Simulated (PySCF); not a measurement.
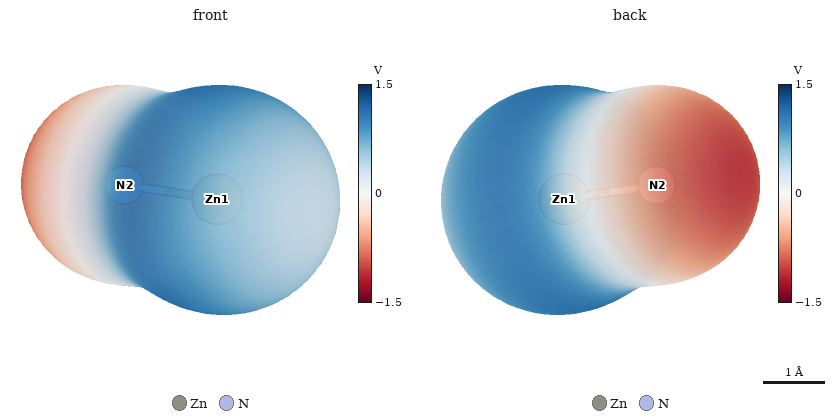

ZnN (quartet). The molecular electrostatic potential painted on the density surface at 0.002 e/bohr³, seen from the front and from behind; red is negative and blue positive.

All numbers below come from PBE0/x2c-TZVPPall, spin-free X2C-1e, Gaussian nucleus, at a bond length of 2.042 Å in PySCF.

```yaml
atoms:
  - { symbol: Zn, position_ang: [0.0000, 0.0000, -0.3669] }
  - { symbol: N, position_ang: [0.0000, 0.0000, 1.6751] }
```

### Which sites attract a positive test charge, and which a negative one?

A positive charge is drawn to the negative regions and a negative charge to the positive ones. The most negative region (about −1.1 V) lies over N2, the most positive (about +1.1 V) over Zn1. N2 is the likeliest acceptor of a hydrogen bond.
